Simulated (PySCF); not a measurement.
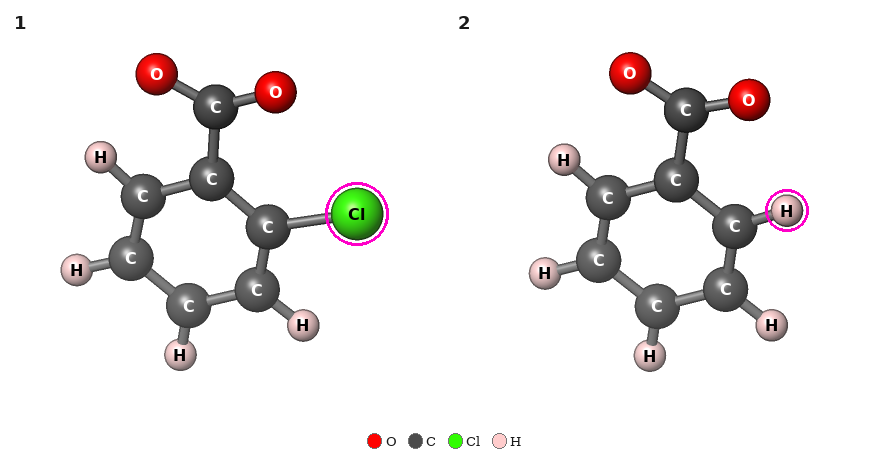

2 molecules with one skeleton, seen from the same side and at one scale; the atom that differs is circled. Charge −1, singlet. Computed geometries: PBE0-D3(BJ)/def2-SVP optimisations, one conformation each. Properties computed with PySCF 2.14.0.

One atom differs, called X below: Cl in panel 1, H in panel 2. Their formulas are C7H4ClO2(-) (`O=C([O-])c1ccccc1Cl`), C7H5O2(-) (`O=C([O-])c1ccccc1`).

> In which is the mean static polarisability larger (CAM-B3LYP/def2-SVPD)?

In panel 1 (X = Cl).

> In which is the length of X–C larger (PBE0-D3(BJ)/def2-SVP)?

In panel 1 (X = Cl).

Give the values. With PBE0-D3(BJ)/def2-SVP: length of X–C (Å), smallest angle C–C–X (°), largest angle C–C–X (°). With CAM-B3LYP/def2-SVPD: HOMO energy (Kohn–Sham orbital) (eV), mean static polarisability (bohr³).

```json
{"quantity": "length of X–C (Å)", "1 (Cl)": "1.746", "2 (H)": "1.094", "2 − 1": "−0.652"}
{"quantity": "smallest angle C–C–X (°)", "1 (Cl)": "115.1", "2 (H)": "116.2", "2 − 1": "+1.1"}
{"quantity": "largest angle C–C–X (°)", "1 (Cl)": "123.2", "2 (H)": "122.9", "2 − 1": "−0.3"}
{"quantity": "HOMO energy (Kohn–Sham orbital) (eV)", "1 (Cl)": "−3.53", "2 (H)": "−3.46", "2 − 1": "+0.07"}
{"quantity": "mean static polarisability (bohr³)", "1 (Cl)": "109.0", "2 (H)": "94.4", "2 − 1": "−14.6"}
```
